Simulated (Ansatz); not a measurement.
## Electronic structure of C₄H₄F₂S in real space

Input file:

```
basis:
  gaussian:
    orbitals: def2-SVPD
crystal:
  periodic: [false, false, false]
  atoms:
    - symbol: C
      position_ang: [0.629776, -0.865823, -0.450564]
    - symbol: C
      position_ang: [-0.135928, -0.398497, 0.748986]
    - symbol: C
      position_ang: [-0.081581, 0.925513, 0.948939]
    - symbol: C
      position_ang: [1.569371, 0.273126, -0.894175]
    - symbol: F
      position_ang: [-0.237754, -1.176109, -1.491114]
    - symbol: F
      position_ang: [2.838805, 0.021966, -0.433843]
    - symbol: S
      position_ang: [0.930668, 1.838764, -0.177405]
    - symbol: H
      position_ang: [1.255074, -1.754436, -0.258422]
    - symbol: H
      position_ang: [-0.725093, -1.085065, 1.358342]
    - symbol: H
      position_ang: [-0.609202, 1.478850, 1.728631]
    - symbol: H
      position_ang: [1.592640, 0.347573, -1.991544]
hamiltonian:
  xc: pbe0
output: {forces: true, orbitals: {seedname: orbitals}}
```

Run with:

```sh
ansatz run input.yaml --threads 2 --pin off --max-ram 4350MiB --events-out events.jsonl --progress --plain --runs-dir runs
```

Geometry: B3LYP-D3(BJ)/def2-SVP.

The calculation used isolated molecule in a Gaussian basis; Kohn-Sham density functional theory, functional PBE0 (Ansatz).

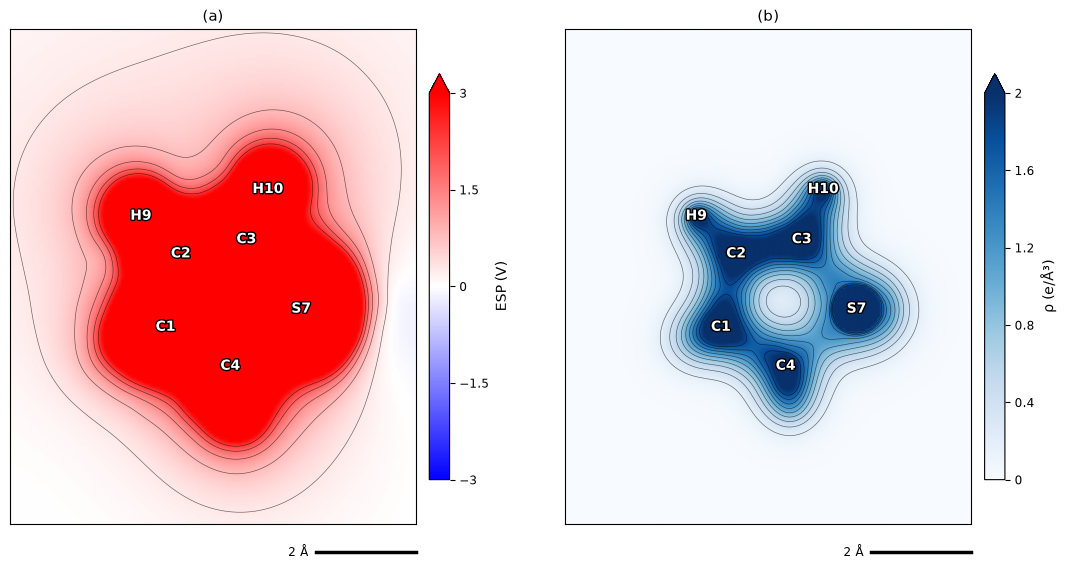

Figure 1. (a) molecular electrostatic potential; (b) electron density on the plane of atoms C3, C2 and H9.

Question: What do the fields say about this system?

Answer: Atoms in the plane: C, S and H.
C–C (1.34 Å): ρ is about 2.3 e/Å³ halfway.
C–S (1.77 Å): ρ is about 1.3 e/Å³ halfway.
C–H (1.09 Å): the density is about 1.9 e/Å³ at the midpoint.
C–C (1.50 Å): ρ is about 1.8 e/Å³ halfway.
C–C (1.54 Å): ρ at the midpoint is about 1.7 e/Å³.
The potential has no marked negative region in this plane.

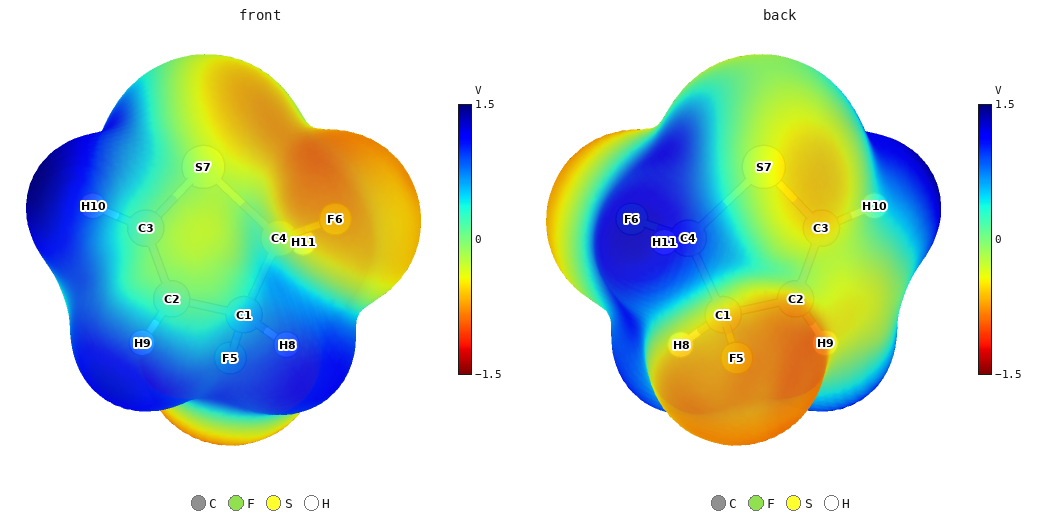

Figure 2. The electrostatic potential painted on the density surface at 0.002 e/bohr³, seen from the front and from behind; the colour scale runs from red (negative) to blue (positive).

Question: Which sites attract a positive test charge, and which a negative one?

Answer: A positive charge is drawn to the negative regions and a negative charge to the positive ones. The most negative region (about −0.9 V) lies over F5 and F6, the most positive (about +1.5 V) over H10.

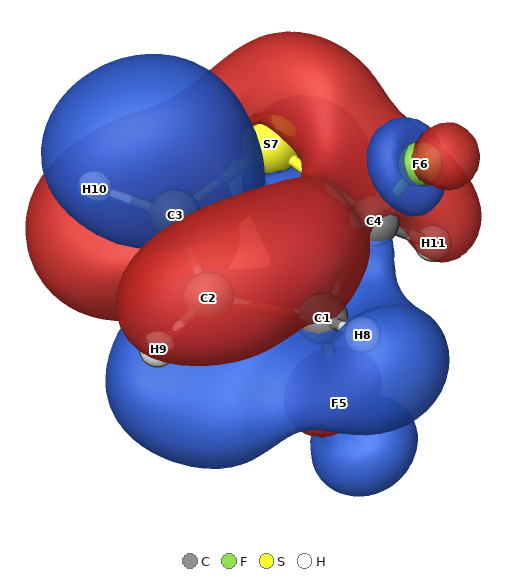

Figure 3. The LUMO at ±0.05 Å⁻³ᐟ² (red and blue are the two phases), seen at a tilt.

Question: Where does this orbital lie, and at what energy?

Answer: It lies mainly on C3 (about 30 %), C2 (about 25 %), S7 (about 10 %), C1 (about 10 %) and F5 (about 5 %). Its energy is −0.92 eV.
